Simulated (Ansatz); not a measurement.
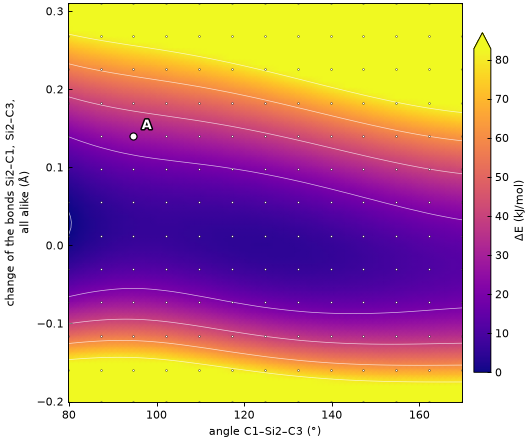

C₂H₃Si, SMILES [C-]#[Si]C, charge −1. Coordinates scanned: (1) angle C1–Si2–C3; (2) change of the bonds Si2–C1, Si2–C3, all alike. Nothing is relaxed (all other coordinates rigid). The grid has 13 × 13 points. Points are written as (first, second). Energies: kJ/mol, counted from the lowest grid point. Computed with Ansatz 0.2.0, RKS PBE0-D4/def2-TZVPD.

In the figure: a smooth colour map with a few white contour lines, dots at the grid points, one colour for all values above the top of the scale, the point A. Between grid points the surface is interpolated.

Which way does the force act at A, and how strong is it?

A, at (94.7°, 0.140 Å), is not a stationary point. The computed force is 0.33 kJ/mol for each degree towards smaller values of angle C1–Si2–C3 and 350 kJ/mol for each Å towards smaller values of the second coordinate.
